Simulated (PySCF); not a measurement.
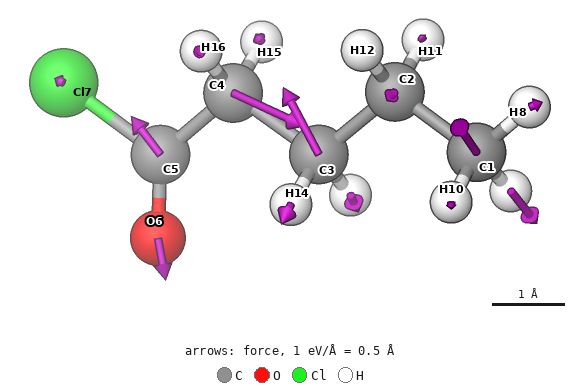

Starting geometry of C5H9ClO with the computed forces as purple arrows. Style: ball-and-stick. Shown at a tilt.

The start comes from GFN2-xTB. Its atoms were then displaced at random by about 0.01 Å.

Theory: PBE0-D3(BJ)/def2-SVP geometry optimisation, gas phase (PySCF). 

Question: Is this structure relaxed? If not, where do the atoms go?

Answer: It isn't relaxed: the largest force vector, on a C atom, is 2.60 eV/Å. The final displacements follow the starting forces only in part (cosine between the two patterns 0.51). After 8 geometry steps the energy has fallen by 4.12 kcal/mol. The largest move after the best rigid fit is that of a C atom, 0.052 Å. Largest moves by element: C 0.052 Å, H 0.051 Å, Cl 0.047 Å, O 0.027 Å. Some distances before and after: C–C 1.580 → 1.518 Å, C–H 1.055 → 1.102 Å, C–C 1.471 → 1.499 Å, C–H 1.079 → 1.103 Å. Among the angles between lasting bonds that change: C–C–H 110.5° → 107.0°, C–C–H 110.4° → 107.0°, C–C–H 108.6° → 111.9°. Cost: 76 s on 1 thread of Arm Neoverse V2, with other jobs on the host.
